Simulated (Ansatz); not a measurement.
## Redistribution: C4H9Br + C2H4Br2 → C5H12 + CHBr3

Species: C4H9Br (1-bromobutane) `CCCCBr`, singlet; C2H4Br2 (1,1-dibromoethane) `CC(Br)Br`, singlet; C5H12 (pentane) `CCCCC`, singlet; CHBr3 (bromoform) `BrC(Br)Br`, singlet. The partners trade Br for CH3; both sit on C, so the bond types are kept.

Shapes, held fixed at every level: PBE0-D4/def2-TZVP. Flexible molecules stand in one conformer, not always the lowest. Programs: Ansatz 0.2.0. Electronic energies: no zero-point or thermal term.

```csv
level,kind,ΔE (kJ/mol),less CCSD(T)/def2-TZVPP
SPW92/def2-TZVPP,LDA,+47.0,-5.6
BHLYP-D4/def2-TZVPP,global hybrid,+54.1,+1.5
r2SCAN0-D4/def2-TZVPP,global hybrid,+54.5,+1.9
wB97M-V/def2-TZVPP,range-separated hybrid,+51.1,-1.5
B2PLYP/def2-TZVPP,double hybrid,+51.0,-1.6
MP2/def2-SVP,perturbation theory,+50.4,-2.2
MP2/def2-TZVPP,perturbation theory,+50.8,-1.8
CCSD(T)/def2-TZVPP,coupled cluster or CI,+52.6,0.0
```

The highest level, CCSD(T)/def2-TZVPP, gives ΔE = +52.6 kJ/mol; the levels span +47.0 to +54.5. The column of differences is taken from that level and isn't an error. No measured value is set beside it here. Relativity is left out for Br unless named. Correlated rows may include outer-core shells of Br, which these sets cover unevenly.

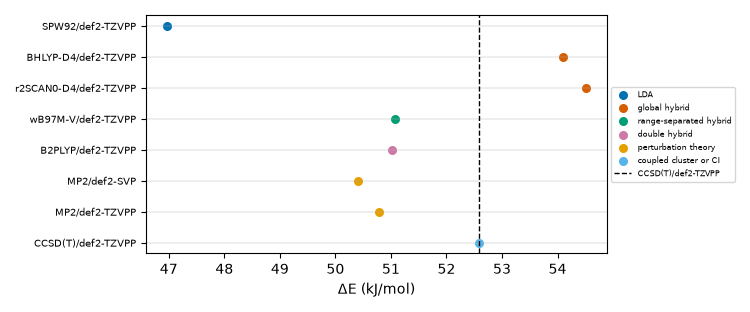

The values of the table, level by level.
